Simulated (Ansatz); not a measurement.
Molecular dynamics of BNH$_{5}$Cl (part 3 of 3)

BNH$_{5}$Cl; RKS LDA/6-31G* (Ansatz 0.2.0). It belongs to a series of runs on one base structure; here: dynamics from the highest image of the converged band.

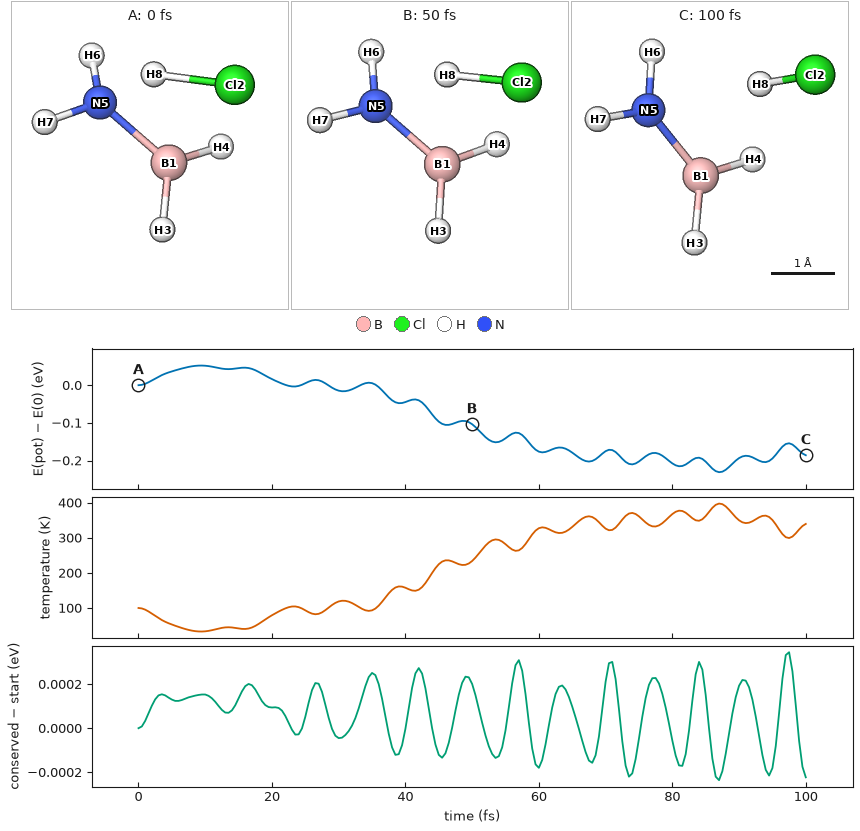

Fig. 1: Frames of the molecular dynamics (ball-and-stick, seen at a tilt) above the curves, on which the letters mark them. The trajectory kept here has 201 frames over 100 fs. The temperature starts at 100 K, ranges from 33 to 397 K and averages 333 K over the second half. The potential energy ends 0.186 eV below its first value. The conserved quantity stays within 0.00058 eV. After an unweighted best fit of the last frame on the first, the root-mean-square displacement is 0.45 Å, and Cl2 has moved furthest (0.87 Å).

```
Total energy: -14708.68219586 eV, -540.5341007951 hartree
Atom 0 at     0.165433    -0.889515    -0.707978 Å, force     0.222322    -0.537393     0.815860 eV/Å
Atom 1 at    -0.376903     0.590757     2.652500 Å, force    -0.032761    -0.013183    -0.000611 eV/Å
Atom 2 at     1.175092    -0.286186    -0.936403 Å, force     0.176271     0.021286    -0.189049 eV/Å
Atom 3 at    -0.906887    -0.573933    -1.134234 Å, force    -0.223583     0.051777    -0.075753 eV/Å
Atom 4 at     0.234046    -1.966052     0.206167 Å, force    -0.685967     0.617865    -0.524535 eV/Å
Atom 5 at    -0.610793    -2.505884     0.435922 Å, force     0.309169    -0.030340    -0.038636 eV/Å
Atom 6 at     1.104807    -2.386489     0.527374 Å, force     0.094744     0.051675     0.177077 eV/Å
Atom 7 at    -0.299801    -0.327127     1.716240 Å, force     0.139806    -0.161686    -0.164353 eV/Å
Dipole moment:     0.076843    -0.713377    -0.161799 e Å
```

Trajectory as extended XYZ (Å, eV, eV/Å), 12 of the 201 frames kept, from step=0 to step=200
```
8
Properties=species:S:1:pos:R:3:forces:R:3 step=0 time_fs=0.0 energy=-14708.49622 temperature=100.0
B     0.0397   -0.4550   -0.0775   -0.0087   0.0083   0.0151
Cl   -0.3095    0.3711    2.2805   -0.0033   0.0001  -0.0145
H     1.0540    0.1462   -0.3048    0.0044   0.0007  -0.0063
H    -1.0366   -0.1513   -0.5152   -0.0013   0.0035  -0.0045
N     0.1621   -1.7750    0.5619    0.0085  -0.0094   0.0001
H    -0.5959   -2.4580    0.4658   -0.0004   0.0006  -0.0054
H     1.0835   -2.2175    0.6370   -0.0031  -0.0029  -0.0033
H    -0.0655   -0.9893    1.7070    0.0038  -0.0008   0.0187
8
Properties=species:S:1:pos:R:3:forces:R:3 step=18 time_fs=9.0 energy=-14708.44423 temperature=33.2
B     0.0272   -0.4550   -0.0680    0.2930  -0.4453  -0.0193
Cl   -0.3092    0.3807    2.2871   -0.0128  -0.1321  -0.1871
H     1.0093    0.1917   -0.2132    0.3734   0.1306  -0.0699
H    -0.9938   -0.1879   -0.6188   -0.3419   0.0270   0.0845
N     0.1695   -1.7982    0.5442   -0.3178   0.4393  -0.1249
H    -0.6027   -2.4627    0.4284    0.0097   0.0117   0.1046
H     1.0698   -2.2708    0.6537    0.1534   0.1329  -0.0540
H    -0.0214   -0.9553    1.6499   -0.1569  -0.1642   0.2661
8
Properties=species:S:1:pos:R:3:forces:R:3 step=36 time_fs=18.0 energy=-14708.46084 temperature=54.6
B     0.0347   -0.4685   -0.0682   -0.0272  -0.1061  -0.1472
Cl   -0.3093    0.3868    2.2902   -0.0463  -0.4581  -0.0118
H     1.0347    0.2070   -0.1576   -0.1712  -0.1880  -0.1665
H    -1.0310   -0.2275   -0.5966    0.2238   0.1235   0.1980
N     0.1671   -1.8018    0.5235   -0.1753   0.3794   0.1431
H    -0.6001   -2.4769    0.4473    0.1332  -0.0498  -0.0778
H     1.0903   -2.2223    0.6308    0.1014  -0.1535   0.0563
H    -0.0777   -0.9835    1.7574   -0.0383   0.4524   0.0059
8
Properties=species:S:1:pos:R:3:forces:R:3 step=55 time_fs=27.5 energy=-14708.48634 temperature=87.5
B     0.0448   -0.5031   -0.0768   -0.0603   0.3852  -0.5251
Cl   -0.3112    0.3891    2.2960   -0.2862   1.4234   0.9890
H     1.0544    0.1603   -0.2252   -0.2552  -0.1874  -0.0130
H    -1.0472   -0.1550   -0.4786    0.2332  -0.0645   0.0296
N     0.1662   -1.7914    0.5041    0.2145  -0.7177  -0.2922
H    -0.5477   -2.5186    0.4221   -0.1687   0.1299  -0.0085
H     1.0911   -2.1993    0.6375    0.1795  -0.0348   0.0836
H    -0.1618   -0.8444    1.8806    0.1432  -0.9341  -0.2633
8
Properties=species:S:1:pos:R:3:forces:R:3 step=73 time_fs=36.5 energy=-14708.50982 temperature=117.7
B     0.0487   -0.5218   -0.1106    0.2779  -0.1611   0.0715
Cl   -0.3175    0.4063    2.3174   -0.0251  -0.3241   0.3564
H     1.0480    0.0834   -0.3341    0.2998   0.2350  -0.0150
H    -1.0215   -0.0990   -0.3999   -0.4035  -0.0883  -0.2798
N     0.1801   -1.8158    0.4766   -0.3802   0.0667  -0.1675
H    -0.5764   -2.4994    0.3933    0.1088  -0.1044   0.1653
H     1.1017   -2.1984    0.6756    0.1191  -0.2918  -0.1077
H    -0.1780   -0.9131    1.8948    0.0033   0.6680  -0.0231
8
Properties=species:S:1:pos:R:3:forces:R:3 step=91 time_fs=45.5 energy=-14708.59886 temperature=232.2
B     0.0648   -0.5403   -0.1533   -0.0425  -0.8147  -0.1172
Cl   -0.3255    0.4267    2.3501   -0.0609   0.1458   0.3774
H     1.0717    0.0658   -0.4090   -0.0031   0.0646   0.1094
H    -1.0469   -0.1707   -0.4497    0.1342  -0.0424  -0.0368
N     0.1887   -1.8446    0.4393   -0.3319   0.2471  -0.2865
H    -0.5805   -2.5232    0.4660   -0.0536   0.2327  -0.0142
H     1.0804   -2.3016    0.6220    0.2826   0.0900  -0.0305
H    -0.1610   -0.8110    1.8282    0.0752   0.0770  -0.0017
8
Properties=species:S:1:pos:R:3:forces:R:3 step=109 time_fs=54.5 energy=-14708.64300 temperature=289.1
B     0.0842   -0.6038   -0.2073   -0.2814   0.4513  -0.7342
Cl   -0.3348    0.4513    2.3912   -0.1331   0.5408   0.5383
H     1.0780    0.0746   -0.4057   -0.2404  -0.2958   0.0412
H    -1.0370   -0.2628   -0.5464    0.3294   0.0501   0.1446
N     0.1935   -1.8644    0.3898   -0.1689  -0.1398  -0.0112
H    -0.6261   -2.4626    0.5383    0.1971  -0.0709  -0.1220
H     1.0922   -2.3183    0.5297    0.1749  -0.1747   0.2471
H    -0.0915   -0.6843    1.7623    0.1223  -0.3610  -0.1037
8
Properties=species:S:1:pos:R:3:forces:R:3 step=127 time_fs=63.5 energy=-14708.66211 temperature=314.1
B     0.0902   -0.6568   -0.2977    0.2216   0.1117  -0.0200
Cl   -0.3459    0.4813    2.4408    0.3204  -0.7759  -0.3780
H     1.0841   -0.0031   -0.4164    0.2091   0.0708  -0.2296
H    -0.9904   -0.2739   -0.6116   -0.3256   0.0910  -0.1293
N     0.2033   -1.8939    0.3424   -0.4106  -0.2516   0.1872
H    -0.6178   -2.4814    0.5328    0.1686  -0.0013  -0.1106
H     1.0871   -2.3461    0.5684    0.1998  -0.0189   0.0966
H     0.0422   -0.6246    1.6866   -0.3834   0.7743   0.5836
8
Properties=species:S:1:pos:R:3:forces:R:3 step=145 time_fs=72.5 energy=-14708.69153 temperature=351.8
B     0.1029   -0.7001   -0.3945    0.2225  -0.7184   0.4592
Cl   -0.3550    0.5089    2.4921   -0.2186   0.6637   0.5863
H     1.1281   -0.0952   -0.5627    0.0502   0.1058  -0.0646
H    -0.9797   -0.2828   -0.7102   -0.0450  -0.1130  -0.1069
N     0.2090   -1.9308    0.3008   -0.4611   0.5350  -0.2316
H    -0.5842   -2.5634    0.4672    0.0753   0.2483  -0.0081
H     1.0861   -2.3223    0.6405    0.2342  -0.0137  -0.1200
H     0.0614   -0.4582    1.7393    0.1425  -0.7076  -0.5144
8
Properties=species:S:1:pos:R:3:forces:R:3 step=164 time_fs=82.0 energy=-14708.70687 temperature=371.5
B     0.1310   -0.7752   -0.4788   -0.2962   0.6540  -0.8011
Cl   -0.3641    0.5402    2.5494   -0.0943   0.3499   0.3378
H     1.1505   -0.1667   -0.7497   -0.1684  -0.1103   0.2241
H    -0.9605   -0.3941   -0.8748    0.2876  -0.1437   0.1328
N     0.2106   -1.9453    0.2530   -0.0828  -0.0853   0.3236
H    -0.5863   -2.5682    0.4266    0.1693   0.1259   0.0911
H     1.1094   -2.2807    0.5908    0.1271  -0.3369   0.0752
H    -0.0051   -0.4079    1.7317    0.0577  -0.4535  -0.3835
8
Properties=species:S:1:pos:R:3:forces:R:3 step=182 time_fs=91.0 energy=-14708.68354 temperature=341.8
B     0.1488   -0.8273   -0.5932    0.0192  -0.1658  -0.0212
Cl   -0.3713    0.5692    2.6042    0.2236  -1.0511  -0.9718
H     1.1706   -0.2309   -0.8218   -0.0215   0.0247  -0.0692
H    -0.9372   -0.5306   -1.0170   -0.0363   0.1667   0.0141
N     0.2231   -1.9565    0.2251   -0.3715  -0.1133   0.2731
H    -0.5872   -2.5455    0.4613    0.1101   0.1832  -0.1713
H     1.0973   -2.3844    0.5274    0.2279   0.1128   0.1420
H    -0.1489   -0.4277    1.6643   -0.1514   0.8427   0.8044
8
Properties=species:S:1:pos:R:3:forces:R:3 step=200 time_fs=100.0 energy=-14708.68217 temperature=339.5
B     0.1654   -0.8895   -0.7080    0.2223  -0.5374   0.8159
Cl   -0.3769    0.5908    2.6525   -0.0328  -0.0132  -0.0006
H     1.1751   -0.2862   -0.9364    0.1763   0.0213  -0.1890
H    -0.9069   -0.5739   -1.1342   -0.2236   0.0518  -0.0758
N     0.2340   -1.9661    0.2062   -0.6860   0.6179  -0.5245
H    -0.6108   -2.5059    0.4359    0.3092  -0.0303  -0.0386
H     1.1048   -2.3865    0.5274    0.0947   0.0517   0.1771
H    -0.2998   -0.3271    1.7162    0.1398  -0.1617  -0.1644
```

The run was set up as follows.

The input
```yaml
crystal:
  periodic: [false, false, false]
  atoms:
    - { symbol: B, position_ang: [0.039724, -0.455001, -0.077549] }
    - { symbol: Cl, position_ang: [-0.309484, 0.371117, 2.280452] }
    - { symbol: H, position_ang: [1.054015, 0.14619, -0.304823] }
    - { symbol: H, position_ang: [-1.036574, -0.151339, -0.515245] }
    - { symbol: "N", position_ang: [0.162078, -1.774993, 0.561867] }
    - { symbol: H, position_ang: [-0.595864, -2.458007, 0.465809] }
    - { symbol: H, position_ang: [1.083481, -2.217451, 0.63701] }
    - { symbol: H, position_ang: [-0.065477, -0.989316, 1.706981] }
basis:
  gaussian: { orbitals: "6-31G*" }
hamiltonian:
  xc: lda
md:
  timestep: 0.5
  n_steps: 200
  ensemble: nve
  temperature: 100.0
  initial_velocities: maxwell_boltzmann
  seed: 11407
```

Launched with:
```bash
ansatz run input.yaml --threads 1 --pin off --max-ram 2048MiB --backend cpu --events-out ev --progress --plain --runs-dir out
```

Results in brief

- outcome: finished
- mean temperature over the second half: 333 K
- trajectory: 200 steps, 100 fs
- ensemble: nve
- temperature in the input: 100.0 K
- time step: 0.5 fs
- potential energy (last step): −14708.6822 eV
- mean-field energy (last step): −14708.6822 eV
- largest force (length of the vector) (last step): 1.062 eV/Å
- hardware: 1 thread of AMD EPYC (Zen 5), 32 GiB of memory available, shared host
- wall time: 88 s
- peak memory: 0.12 GiB

Remarks

So short a trajectory is not equilibrated.
